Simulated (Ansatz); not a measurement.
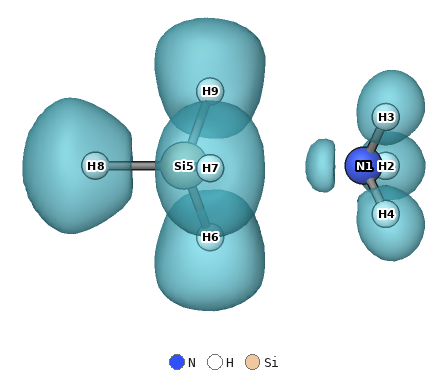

Figure 1: NH3···SiH4 (SMILES N.[SiH4]). Isosurface of the ELF at 0.9 (cyan), seen from one side. Core shells and regions of very low density are left out.

Geometry: PBE0-D4/def2-TZVP.

Level of theory: Ansatz 0.2.0, RKS PBE0-D4/def2-TZVPPD.

```xyz
9

N    -0.0237    0.2321   -1.5579
H    -0.6852   -0.3834   -2.0153
H    -0.2867    1.1825   -1.7883
H     0.8841    0.0611   -1.9728
Si    0.0217   -0.2132    1.4314
H     0.3547   -1.5080    0.7903
H     1.0360    0.8247    1.1274
H     0.0443   -0.4333    2.9091
H    -1.3455    0.2374    1.0763
```

Q: Describe the localisation domains.

A: At this value the surface marks out seven regions around hydrogen nuclei and one lobe on N, pointing away from the bonds (lone pairs). Along the contacts the grid gives the following. Si5···N1 (3.02 Å): the ELF is about 0.10 at the midpoint. N–H (1.01 Å): the ELF climbs to about 1 towards the hydrogen, as it does in any bond to H; an ordinary covalent bond to hydrogen.
